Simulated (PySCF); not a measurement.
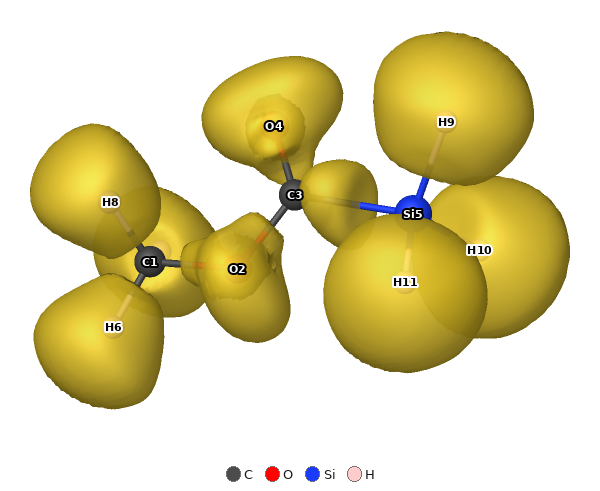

*C2H6O2Si. Isosurface of the ELF at 0.75 (yellow), seen at a tilt. Only the valence region is drawn (cores and ρ < 0.01 e/Å³ removed).*

Geometry: PBE0-D3(BJ)/def2-SVP.

Level of theory: PBE0/pcSseg-1, SCF density, gas phase, non-relativistic in PySCF 2.14.0.

```yaml
atoms:
  - { symbol: C, position_ang: [-2.0222, -0.1037, 0.2168] }
  - { symbol: O, position_ang: [-0.6831, -0.3925, -0.1640] }
  - { symbol: C, position_ang: [0.2722, 0.2810, 0.4911] }
  - { symbol: O, position_ang: [0.0404, 1.0825, 1.3584] }
  - { symbol: Si, position_ang: [2.0422, -0.1306, -0.1531] }
  - { symbol: H, position_ang: [-2.6631, -0.7286, -0.4153] }
  - { symbol: H, position_ang: [-2.2515, 0.9607, 0.0611] }
  - { symbol: H, position_ang: [-2.1851, -0.3402, 1.2786] }
  - { symbol: H, position_ang: [2.9782, -0.0313, 1.0003] }
  - { symbol: H, position_ang: [2.3884, 0.8975, -1.1777] }
  - { symbol: H, position_ang: [2.0945, -1.4894, -0.7631] }
```

Describe the localisation domains.

Answer. The surface consists of one region between bonded C–Si atoms (shared pairs), six regions around hydrogen nuclei and two regions on O in which the atom's valence shell and bonds are merged. Profiles from the grid: C–O (1.20 Å): the ELF peaks at about 0.85 between the atoms; a multiple bond. C–Si (1.93 Å): the ELF peaks at about 1 between the atoms (a covalent bond).
